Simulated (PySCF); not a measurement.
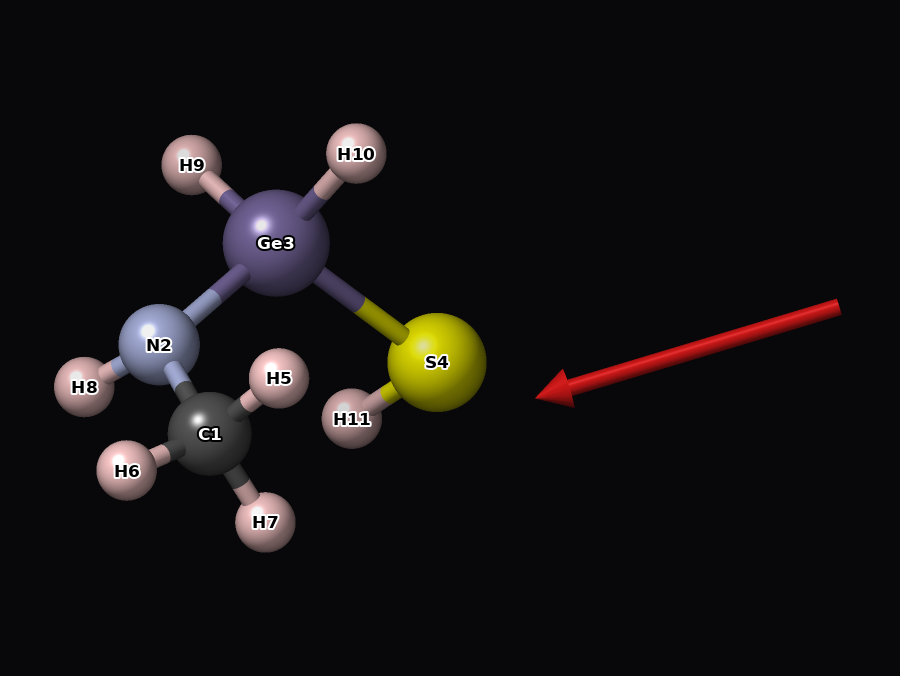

The arrow beside the molecule shows the direction of the dipole moment, from the negative to the positive end (its length means nothing). Computed geometry: PBE0-D3(BJ)/def2-SVP optimisation. No frequency run is at hand to confirm it as a minimum. Method: PBE0/def2-TZVPD, gas phase (PySCF 2.14.0).

Question: Estimate the dipole moment.

Answer: 1.65 D; it points from the side of S4 to the side of H6, H8 (the outermost atoms at the two ends).
